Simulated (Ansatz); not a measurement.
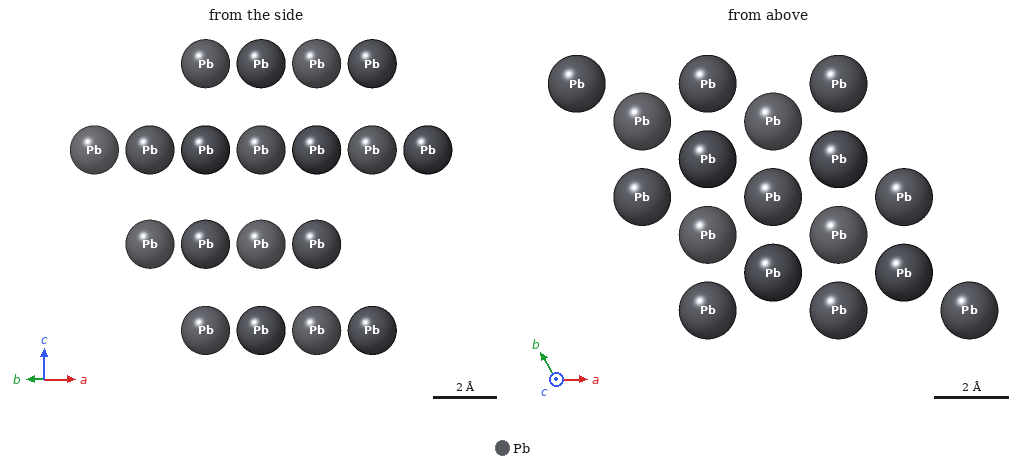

A spheres-only picture of a periodic slab, seen from the side and from above. The surface normal points up in side views; the vacuum is left out. 2×2 cells are drawn in the plane, with atoms at the edges repeated.

The cell holds 4 Pb. The slab was cut from bulk Pb (Fm-3m).

### How far does the slab extend along the normal?

About 9 Å from the lowest to the highest atom.

### Count the planes and say what each contains, starting at the top.

Four planes: Pb / Pb / Pb / Pb.

### Which lattice plane is parallel to the surface?

(1 1 1).

Electronic-structure method: Ansatz 0.2.0, DFT PBE, scalar-relativistic, plane waves, PAW. Parameters: a basis cut at 420 eV, k-points on a 12×12×1 grid, Gaussian smearing of 0.1 eV, no spin polarisation.

### Work functions?

3.88 eV on both faces.

The model was built from the standard structure of this element; a slab was cut from it. The atoms were relaxed in a fixed cell with Ansatz, DFT PBE, scalar-relativistic, plane waves, PAW.
